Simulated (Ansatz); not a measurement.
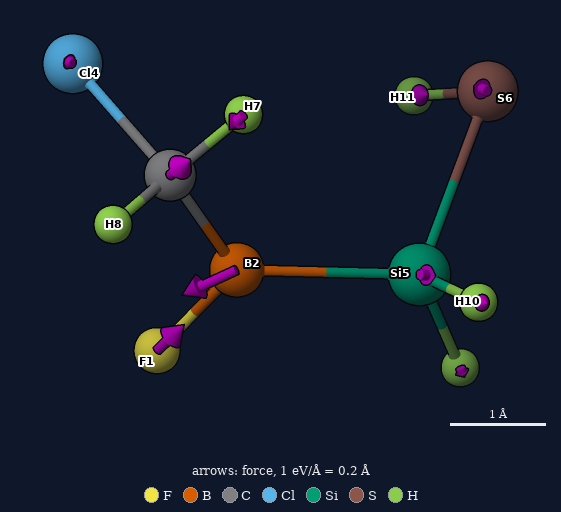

Starting geometry of CH₅BClFSSi (coarse preliminary run) with the computed forces as purple arrows. The picture is a ball-and-stick view, seen at a tilt.

The start comes from a force field.

These are results of Ansatz 0.2.0, RKS PBE-D4/def2-SVP, not measurements. Set-up: force threshold 0.03 eV/Å; at most 200 steps.

> Is this structure relaxed? If not, where do the atoms go?

It isn't relaxed: the largest force vector, on the B atom, is 3.48 eV/Å. The final displacements have little in common with the starting forces (cosine between the two patterns 0.08). Over 19 geometry steps the energy falls by 13.4 kcal/mol. The largest force component goes from 2.6 to 0.02 eV/Å. The forces were under the threshold at step 5, but the run went on from there. The atom that moves furthest after the best rigid fit is the F atom (1.27 Å). By element the largest moves are F 1.27 Å, Cl 1.22 Å, H 1.18 Å, S 0.44 Å, B 0.42 Å, Si 0.25 Å. Some distances before and after: B–Si 1.931 → 2.044 Å, B–F 1.417 → 1.340 Å, C–Cl 1.771 → 1.837 Å, H–S 1.429 → 1.365 Å. Among the angles between lasting bonds that change: B–C–Cl 112.7° → 93.0°, H–C–H 104.8° → 112.1°, S–Si–H 106.8° → 112.4°. Groups turn about B–Si by about 55°, B–C by about 40°.
